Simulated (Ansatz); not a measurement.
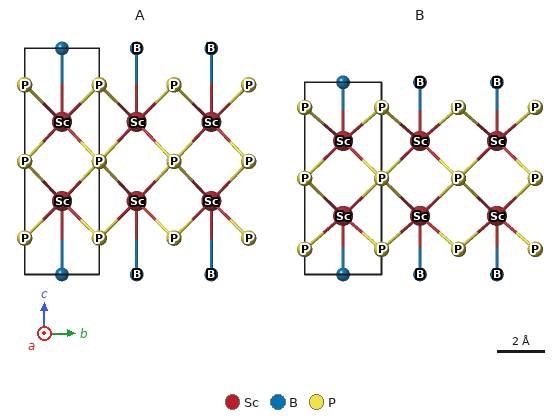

Two geometries of solid Sc2BP3 (a generated structure, set up in P4/mmm) (coarse preliminary run), drawn at one scale. One is the start of a relaxation, the other its converged end. The picture is a ball-and-stick view of the cell of the calculation, repeated 1 × 3 × 1 with one cell outlined, seen along the a axis.

Level of theory: Ansatz 0.2.0, DFT PBE, scalar-relativistic, plane waves, PAW. Set-up: plane-wave cutoff 420 eV; k-point mesh 6 × 6 × 2; occupations gaussian; smearing width 0.1 eV; no spin polarisation; cell and atoms relaxed; force threshold 0.04 eV/Å; at most 70 steps.

**Which of the two is the end point?**

Structure B is the relaxed one. The largest moves relative to the cell, 0.25 Å, are those of P atoms. Largest moves by element: P 0.25 Å, Sc 0.16 Å. B stays in place. The volume changes by −9.8 %, with a = b 3.208 → 3.305 Å (+3.0 %), c 9.714 → 8.257 Å (−15.0 %). Some distances before and after: P–P 3.127 → 2.159 Å, B–Sc 3.155 → 2.519 Å, Sc–Sc 3.403 → 3.218 Å, Sc–Sc 3.208 → 3.305 Å. New bonds form: P–P (3.13 → 2.16 Å). Among the angles between lasting bonds that change: Sc–P–Sc 109.9° → 116.7°, Sc–P–Sc 70.7° → 74.0°. The space group stays P4/mmm (No. 123). Over 5 accepted moves (6 points after the start) the energy falls by 351 meV per atom. Largest force component: 0.55 eV/Å at the start, 0.04 eV/Å at the end. The pressure goes from −4.44 to 0.22 GPa. At 1 point the geometry stayed and the basis and grid were re-selected for the new cell (energy shift of 0.1 meV per atom at most each time). Cost: 14 s on 1 thread of Intel(R) Xeon(R) 6975P-C (Granite Rapids) (shared host), peak memory 0.46 GiB.
